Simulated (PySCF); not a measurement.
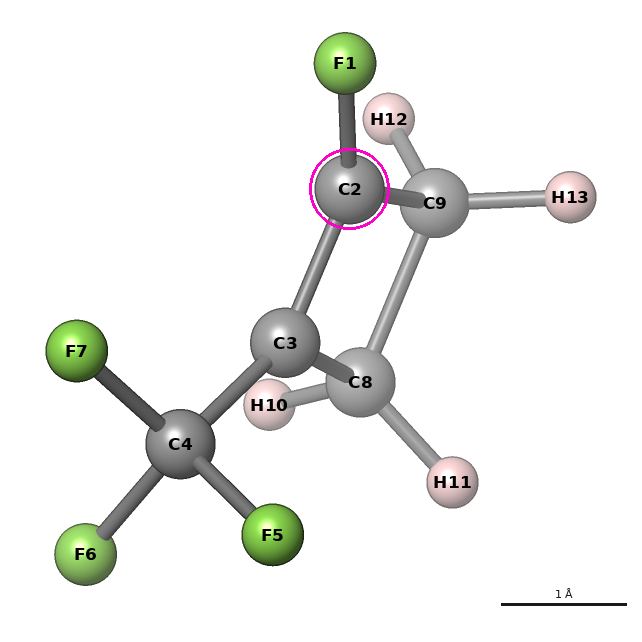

Orthographic view. Distant atoms are faded towards the background colour. Geometry: an image of a reaction path computed with GFN2-xTB, not a minimum.

Which atoms are bonded to the circled atom?

Answer. The circled atom is C2; it is bonded to F1, C3, C9.

Of C3 and C4, which is nearer the viewer?

Answer. C4; the bond to C3 points away from the viewer, so it looks shorter than its 1.49 Å.

What is the shortest path along bonds from the circled atom to F7?

Answer. C2–C3–C4–F7, 3 bonds; through space the two are 3.03 Å apart.
